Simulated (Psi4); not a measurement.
**A workflow on SiHF3 (SMILES [H][Si](F)(F)F), part 1 of 2**

We compute a structure relaxation (singlet SiHF3, HF/def2-SVP), then a single-point energy (doublet [SiHF3]+, UHF/def2-SVP), then a structure relaxation (doublet [SiHF3]+, UHF/def2-SVP), then a single-point energy (singlet SiHF3, HF/def2-SVP) of F3HSi. 

The results are computed with Psi4 1.11.

## 1. The system as given

SiHF3: 5 atoms, total charge 0, spin state singlet. SMILES: `[H][Si](F)(F)F`. The coordinates come from a GFN2-xTB relaxation. The run starts from this shape.

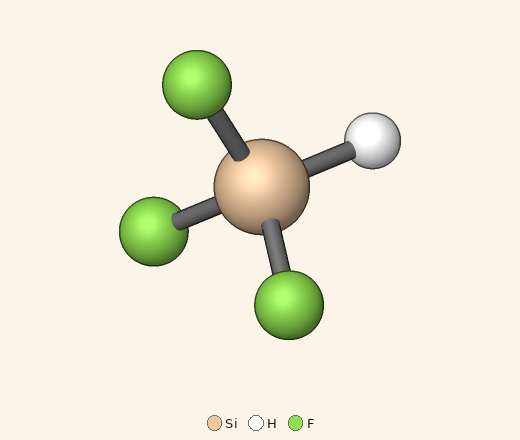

Viewed from a chosen angle; silicon light orange, hydrogen white, fluorine green.

## 2. A geometry optimisation at HF/def2-SVP (density fitting) (run 1)

input.inp reads:

```
memory 1600 MB

molecule {
  0 1
  Si     0.000340    -0.000830     0.089700
  H      0.013020    -0.018610     1.516860
  F      1.447640     0.010870    -0.544430
  F     -0.734060     1.260040    -0.516490
  F     -0.726940    -1.251460    -0.545640
  symmetry c1
}


result, w = optimize('hf/def2-SVP', return_wfn=True)
```

Command:

```console
$ psi4 input.inp input.out -n 1
```

input.out:

```text
Psi4 1.11 release

gradient() will perform analytic gradient computation.

   => Loading Basis Set <=

    Name: DEF2-SVP
    Role: ORBITAL
    Keyword: BASIS

         ---------------------------------------------------------
                                   SCF
                              RHF Reference
                        1 Threads,   1525 MiB Core
         ---------------------------------------------------------

  ==> Geometry <==

    Molecular point group: c1
    Full point group: C1

    Geometry (in Angstrom), charge = 0, multiplicity = 1:

       Center              X                  Y                   Z               Mass
    ------------   -----------------  -----------------  -----------------  -----------------
         SI           0.003028819889    -0.004639521017     0.397723107612    27.976926534650
         H            0.015708819889    -0.022419521017     1.824883107612     1.007825032230
         F            1.450328819889     0.007060478983    -0.236406892388    18.998403162730
         F           -0.731371180111     1.256230478983    -0.208466892388    18.998403162730
         F           -0.724251180111    -1.255269521017    -0.237616892388    18.998403162730

  Running in c1 symmetry.

  Rotational constants: A =      0.23858  B =      0.23801  C =      0.14046 [cm^-1]
  Rotational constants: A =   7152.32297  B =   7135.48528  C =   4210.85244 [MHz]
  Nuclear repulsion =  188.627846615788286

  Charge       = 0
  Multiplicity = 1
  Electrons    = 42
  Nalpha       = 21
  Nbeta        = 21

  ==> Algorithm <==

  SCF Algorithm Type is DF.
  DIIS enabled.
  MOM disabled.
  Fractional occupation disabled.
  Guess Type is SAD.
  Energy threshold   = 1.00e-08
  Density threshold  = 1.00e-08
  Integral threshold = 1.00e-12

  ==> Primary Basis <==

  Basis Set: DEF2-SVP
    Blend: DEF2-SVP
    Number of shells: 29
    Number of basis functions: 65
    Number of Cartesian functions: 69
    Spherical Harmonics?: true
    Max angular momentum: 2

   => Loading Basis Set <=

    Name: (DEF2-SVP AUX)
    Role: JKFIT
    Keyword: DF_BASIS_SCF

  ==> Integral Setup <==

  DFHelper Memory: AOs need 0.014 GiB; user supplied 1.118 GiB.
  SCF_SUBTYPE=INCORE selected. In-core MEM_DF algorithm will be used.
  Using in-core AOs.

  ==> MemDFJK: Density-Fitted J/K Matrices <==

    J tasked:                   Yes
    K tasked:                   Yes
    wK tasked:                   No
    Memory [MiB]:              1144
    Algorithm:                 Core
    Schwarz Cutoff:           1E-12
    Mask sparsity (%):       0.7574
    Fitting Condition:        1E-10

   => Auxiliary Basis Set <=

  Basis Set: (DEF2-SVP AUX)
    Blend: DEF2-UNIVERSAL-JKFIT
    Number of shells: 119
    Number of basis functions: 377
    Number of Cartesian functions: 454
    Spherical Harmonics?: true
    Max angular momentum: 4

  Minimum eigenvalue in the overlap matrix is 3.1388070420E-02.
  Reciprocal condition number of the overlap matrix is 8.6936087879E-03.
    Using symmetric orthogonalization.

  ==> Pre-Iterations <==

  SCF Guess: Superposition of Atomic Densities via on-the-fly atomic UHF (no occupation information).

   -------------------------
    Irrep   Nso     Nmo
   -------------------------
     A         65      65
   -------------------------
    Total      65      65
   -------------------------

  ==> Iterations <==

                           Total Energy        Delta E     RMS |[F,P]|

   @DF-RHF iter SAD:  -586.76202935232789   -5.86762e+02   0.00000e+00
   @DF-RHF iter   1:  -587.60547854098127   -8.43449e-01   7.10693e-03 ADIIS/DIIS
   @DF-RHF iter   2:  -587.66077607397824   -5.52975e-02   4.27574e-03 ADIIS/DIIS
   @DF-RHF iter   3:  -587.68429737794702   -2.35213e-02   3.08309e-04 ADIIS/DIIS
   @DF-RHF iter   4:  -587.68453052676773   -2.33149e-04   4.96082e-05 DIIS
   @DF-RHF iter   5:  -587.68453831242016   -7.78565e-06   1.25280e-05 DIIS
   @DF-RHF iter   6:  -587.68453907672540   -7.64305e-07   2.39524e-06 DIIS
   @DF-RHF iter   7:  -587.68453910530172   -2.85763e-08   2.50872e-07 DIIS
   @DF-RHF iter   8:  -587.68453910555854   -2.56819e-10   6.91508e-08 DIIS
   @DF-RHF iter   9:  -587.68453910556764   -9.09495e-12   2.50719e-08 DIIS
   @DF-RHF iter  10:  -587.68453910556866   -1.02318e-12   3.62004e-09 DIIS
  Energy and wave function converged.

  ==> Post-Iterations <==

    Orbital Energies [Eh]
    ---------------------

    Doubly Occupied:

       1A    -68.901601     2A    -26.308492     3A    -26.308411
       4A    -26.308382     5A     -6.258730     6A     -4.371631
       7A     -4.371628     8A     -4.369318     9A     -1.616839
      10A     -1.583887    11A     -1.583832    12A     -0.831651
      13A     -0.749746    14A     -0.749633    15A     -0.737551
      16A     -0.697555    17A     -0.697432    18A     -0.667948
      19A     -0.667871    20A     -0.652798    21A     -0.583277

    Virtual:

      22A      0.185791    23A      0.186105    24A      0.198614
      25A      0.273568    26A      0.349744    27A      0.572585
      28A      0.578256    29A      0.578415    30A      0.642086
[... 11 lines of this table left out ...]
      64A      4.010517    65A      4.011011

    Final Occupation by Irrep:
              A
    DOCC [    21 ]
    NA   [    21 ]
    NB   [    21 ]

  @DF-RHF Final Energy:  -587.68453910556866

   => Energetics <=

    Nuclear Repulsion Energy =            188.6278466157882860
    One-Electron Energy =               -1194.5883433910078111
    Two-Electron Energy =                 418.2759576696508930
    Total Energy =                       -587.6845391055686605

Computation Completed

[... 12 lines left out ...]
 Dipole Y            :          0.0188772           -0.0286858           -0.0098087
[... 105 lines left out ...]
	                                 ==> Convergence Check <==
[... 6 lines left out ...]
	   Step    Total Energy     Delta E     Max Force     RMS Force      Max Disp      RMS Disp   ~
[... 103 lines left out ...]
                           Total Energy        Delta E     RMS |[F,P]|
[... 2 lines left out ...]
   @DF-RHF iter   1:  -587.68572664021508   -1.84032e-02   1.28391e-04 ADIIS/DIIS
[... 1 line left out ...]
   @DF-RHF iter   3:  -587.68579227306191   -7.51515e-06   2.37921e-05 DIIS
[... 1 line left out ...]
   @DF-RHF iter   5:  -587.68579386816373   -5.58146e-08   7.08411e-07 DIIS
[... 1 line left out ...]
   @DF-RHF iter   7:  -587.68579387022669   -8.76526e-11   1.74423e-08 DIIS
[... 1 line left out ...]
  Energy and wave function converged.
[... 9 lines left out ...]
  @DF-RHF Final Energy:  -587.68579387022760
[... 4 lines left out ...]
    One-Electron Energy =               -1192.4298600272468320
[... 1 line left out ...]
    Total Energy =                       -587.6857938702277124
[... 15 lines left out ...]
 Dipole Y            :          0.0191301           -0.0280307           -0.0089006
[... 84 lines left out ...]
	                                 ==> Convergence Check <==
[... 6 lines left out ...]
	   Step    Total Energy     Delta E     Max Force     RMS Force      Max Disp      RMS Disp
[... 83 lines left out ...]
                           Total Energy        Delta E     RMS |[F,P]|
[... 2 lines left out ...]
   @DF-RHF iter   1:  -587.68600988864819    4.74329e-04   7.05816e-05 DIIS
[... 1 line left out ...]
   @DF-RHF iter   3:  -587.68603200646896   -3.01455e-06   1.29579e-05 DIIS
[... 1 line left out ...]
   @DF-RHF iter   5:  -587.68603237329614   -6.63215e-09   2.61224e-07 DIIS
[... 1 line left out ...]
   @DF-RHF iter   7:  -587.68603237359571   -1.06866e-11   9.13601e-09 DIIS
[... 4 lines left out ...]
    Final Occupation by Irrep:
[... 9 lines left out ...]
    Nuclear Repulsion Energy =            187.3533232595155482
[... 1 line left out ...]
    Two-Electron Energy =                 416.8931851738245200
[... 15 lines left out ...]
 Dipole X            :         -0.0117281            0.0168065            0.0050784
[... 1 line left out ...]
 Dipole Z            :         -1.6000146            2.2971755            0.6971610
[... 85 lines left out ...]
	Measures of convergence in internal coordinates in au.
[... 6 lines left out ...]
	  Convergence Criteria     1.00e-06 *    3.00e-04 *             o    1.20e-03 *             o
[... 72 lines left out ...]
   @DF-RHF iter   0:  -587.68793750899488   -5.87688e+02   9.02211e-05
[... 1 line left out ...]
   @DF-RHF iter   2:  -587.68603824872878   -3.28568e-07   4.64418e-06 DIIS
[... 1 line left out ...]
   @DF-RHF iter   4:  -587.68603830758593   -1.17442e-08   3.74950e-07 DIIS
[... 1 line left out ...]
   @DF-RHF iter   6:  -587.68603830810696   -1.71667e-11   1.11921e-08 DIIS
[... 1 line left out ...]
  Energy and wave function converged.
[... 6 lines left out ...]
    Doubly Occupied:

       1A    -68.905382     2A    -26.313358     3A    -26.313296
       4A    -26.313295     5A     -6.261325     6A     -4.374350
       7A     -4.374350     8A     -4.371891     9A     -1.618205
      10A     -1.588243    11A     -1.588242    12A     -0.832643
      13A     -0.752545    14A     -0.752543    15A     -0.737387
      16A     -0.700969    17A     -0.700967    18A     -0.674113
      19A     -0.674112    20A     -0.658557    21A     -0.570608

    Virtual:

      22A      0.194788    23A      0.194795    24A      0.194950
      25A      0.265389    26A      0.341843    27A      0.559604
      28A      0.581328    29A      0.581331    30A      0.643596
[... 11 lines of this table left out ...]
      64A      4.001218    65A      4.001227

    Final Occupation by Irrep:
              A
    DOCC [    21 ]
    NA   [    21 ]
    NB   [    21 ]

  @DF-RHF Final Energy:  -587.68603830810798

   => Energetics <=

    Nuclear Repulsion Energy =            187.4348285057063492
    One-Electron Energy =               -1192.0889675591167816
    Two-Electron Energy =                 416.9681007453024222
    Total Energy =                       -587.6860383081079817

Computation Completed

Properties will be evaluated at   0.000000,   0.000000,   0.000000 [a0]

Properties computed using the SCF density matrix

 Multipole Moments:

 ------------------------------------------------------------------------------------
     Multipole            Electronic (a.u.)      Nuclear  (a.u.)        Total (a.u.)
 ------------------------------------------------------------------------------------

 L = 1.  Multiply by 2.5417464519 to convert [e a0] to [Debye]
 Dipole X            :         -0.0117046            0.0167336            0.0050291
 Dipole Y            :          0.0190940           -0.0272742           -0.0081802
 Dipole Z            :         -1.6066978            2.2928136            0.6861158
 Magnitude           :                                                    0.6861830

 ------------------------------------------------------------------------------------

	total time  =          1 seconds =       0.02 minutes

         ------------------------------------------------------------
                                   SCF GRAD
         ------------------------------------------------------------

  ==> Geometry <==

    Molecular point group: c1
    Full point group: C1

    Geometry (in Angstrom), charge = 0, multiplicity = 1:

       Center              X                  Y                   Z               Mass
    ------------   -----------------  -----------------  -----------------  -----------------
         SI           0.002630243785    -0.004281589447     0.359610257038    27.976926534650
         H            0.013187074934    -0.021501425662     1.807988588215     1.007825032230
         F            1.475963010154     0.006881152328    -0.219289859439    18.998403162730
         F           -0.743965796003     1.279798437516    -0.187827324156    18.998403162730
         F           -0.736570040648    -1.279233943638    -0.218352536027    18.998403162730

  Nuclear repulsion =  187.434828505706349

   => Auxiliary Basis Set <=

  Basis Set: (DEF2-SVP AUX)
    Blend: DEF2-UNIVERSAL-JKFIT
    Number of shells: 119
    Number of basis functions: 377
    Number of Cartesian functions: 454
    Spherical Harmonics?: true
    Max angular momentum: 4

  -Total Gradient:
     Atom            X                  Y                   Z
    ------   -----------------  -----------------  -----------------
       1        0.000003506513    -0.000004077132     0.000302050750
       2       -0.000003764071     0.000001358509     0.000010930622
       3        0.000189947821     0.000002199170    -0.000108867796
       4       -0.000094722005     0.000167114055    -0.000098996841
       5       -0.000094968259    -0.000166594598    -0.000105116735

	total time  =          0 seconds =       0.00 minutes

    			-----------------------------------------

    			 OPTKING 3.0: for geometry optimizations

    			        with contributions from

    			-----------------------------------------

	                            ===> Fragment 1 <==

	 Z (Atomic Numbers)          Masses                          Geom
	      14.000000            27.976927          0.00497044 -0.00809103  0.67956490
	       1.000000             1.007825          0.02491996 -0.04063181  3.41660327
	       9.000000            18.998403          2.78916586  0.01300349 -0.41439778
	       9.000000            18.998403         -1.40589160  2.41846854 -0.35494220
	       9.000000            18.998403         -1.39191565 -2.41740180 -0.41262649

	 - Coordinate -           - BOHR/RAD -       - ANG/DEG -
	 R(1,2)           =         2.737305           1.448519
	 R(1,3)           =         2.991478           1.583022
	 R(1,4)           =         2.991476           1.583021
[... 18 lines of this table left out ...]
	 O(5,1,3,4)       =        -1.022669         -58.594608

	        --- Internal Coordinate Step in ANG or DEG, aJ/ANG or AJ/DEG ---
	-------------------------------------------------------------------------------
	           Coordinate      Previous         Force          Change          New
	           ----------      --------        ------          ------        ------
	               R(1,2)       1.44852       -0.00009        0.00001       1.44853
	               R(1,3)       1.58302       -0.00178       -0.00025       1.58277
	               R(1,4)       1.58302       -0.00177       -0.00025       1.58277
[... 18 lines of this table left out ...]
	           O(5,1,3,4)     -58.59461        0.00000        0.02636     -58.56824
	-------------------------------------------------------------------------------

	                                 ==> Convergence Check <==

	Measures of convergence in internal coordinates in au.

	Criteria marked as inactive (o), active & met (*), and active & unmet ( ).

	----------------------------------------------------------------------------------------------
	   Step    Total Energy     Delta E     Max Force     RMS Force      Max Disp      RMS Disp
	----------------------------------------------------------------------------------------------
	  Convergence Criteria     1.00e-06 *    3.00e-04 *             o    1.20e-03 *             o
	----------------------------------------------------------------------------------------------
	     4    -587.68603831   -5.93e-06      2.17e-04 *    8.04e-05 o    4.76e-04 *    2.89e-04 o  ~
	----------------------------------------------------------------------------------------------

Next Geometry in Ang
	Fragment 1 (Ang)

	   Si   0.0026244564  -0.0042757400   0.3593862816
	    H   0.0132102181  -0.0215067075   1.8077720600
	    F   1.4758431016   0.0068793695  -0.2191207907
	    F  -0.7439150891   1.2796829066  -0.1876985240
	    F  -0.7365181948  -1.2791171975  -0.2182099013

    Final optimized geometry and variables:
    Molecular point group: c1
    Full point group: C1

    Geometry (in Angstrom), charge = 0, multiplicity = 1:

    SI           0.002630243785    -0.004281589447     0.359610257038
    H            0.013187074934    -0.021501425662     1.807988588215
    F            1.475963010154     0.006881152328    -0.219289859439
    F           -0.743965796003     1.279798437516    -0.187827324156
    F           -0.736570040648    -1.279233943638    -0.218352536027

    Psi4 run time: 0:00:02.42

[set-up sections that repeat, and orbital energies of the middle runs, are left out above]
```

Standard output:

```text
Optimizer: Optimization complete!
```

It took 3.6 s on 1 thread of Intel Xeon 6975P-C (Granite Rapids), shared host; peak memory 0.23 GiB.

The path in brief:

```tsv
step	energy from the first frame kept (eV)	largest force (eV/Å)
0	0.0000	1.2236
1	-0.0341	0.4087
2	-0.0406	0.0997
3	-0.0408	0.0155
```

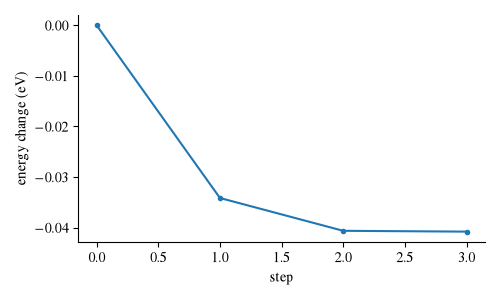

Energy along the run.

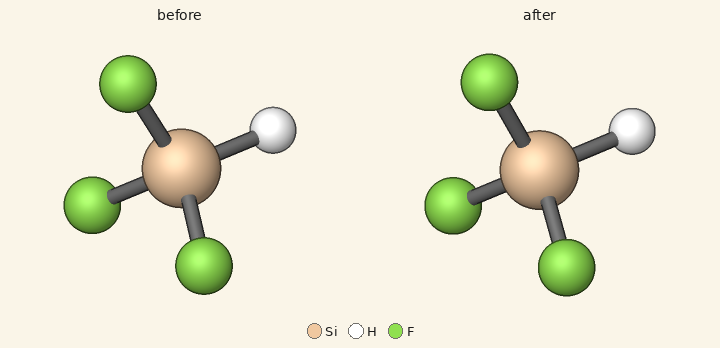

Before and after, at one scale.

After the run. Bond lengths: Si1–F3 1.583 Å, Si1–F4 1.583 Å, Si1–F5 1.583 Å, Si1–H2 1.449 Å. Angles: F3–Si1–F4 107.9°, F3–Si1–F5 107.9°, F4–Si1–F5 107.9°, H2–Si1–F3 111.0°, H2–Si1–F4 111.0°, H2–Si1–F5 111.0°.

## 3. The doublet cation: a single-point energy at UHF/def2-SVP (density fitting) (run 2)

f3hsi.xyz reads:

```xyz
5
F3HSi
Si    -0.000059    -0.000472     0.051587
H      0.010498    -0.017692     1.499965
F      1.473274     0.010691    -0.527313
F     -0.746655     1.283608    -0.495850
F     -0.739259    -1.275424    -0.526376
```

run.py reads:

```python
import psi4

psi4.set_memory(1600000000)
psi4.set_num_threads(1)
psi4.core.set_output_file('run.log', False)

with open('f3hsi.xyz') as f:
    atoms = ''.join(f.readlines()[2:])
mol = psi4.geometry('1 2\n' + atoms + '')

psi4.set_options(dict(basis='def2-SVP', reference='uhf'))

E, wfn = psi4.energy('scf', return_wfn=True)
print('E =', round(E, 9))
```

Command:

```console
$ python run.py
```

run.log, shortened:

```text
[...]
  Running in c1 symmetry.
[...]
  Nuclear repulsion =  187.434844344854042
[...]
  Multiplicity = 2
[...]
  Nalpha       = 21
  Nbeta        = 20
[...]
    Number of basis functions: 65
[...]
   @DF-UHF iter   1:  -587.01957366838474   -2.75742e-01   7.77045e-03 DIIS/ADIIS
[...]
   @DF-UHF iter  10:  -587.15523538469972   -4.15924e-08   5.77537e-07 DIIS
[...]
   @S^2 Observed:                7.604274552E-01
[...]
  @DF-UHF Final Energy:  -587.15523538469972
   => Energetics <=
    Nuclear Repulsion Energy =            187.4348443448540422
    One-Electron Energy =               -1179.8857548341152324
    Two-Electron Energy =                 405.2956751045614965
    Total Energy =                       -587.1552353846997221
  UHF NO Occupations:
  HONO-2 :   19  A 1.9991894
  HONO-1 :   20  A 1.9964669
[...]
```

The script printed:

```text
E = -587.155235385
```

It took 1.4 s on 1 thread of Intel Xeon 6975P-C (Granite Rapids), shared host; peak memory 0.2 GiB.

(Continued in part 2 of 2.)
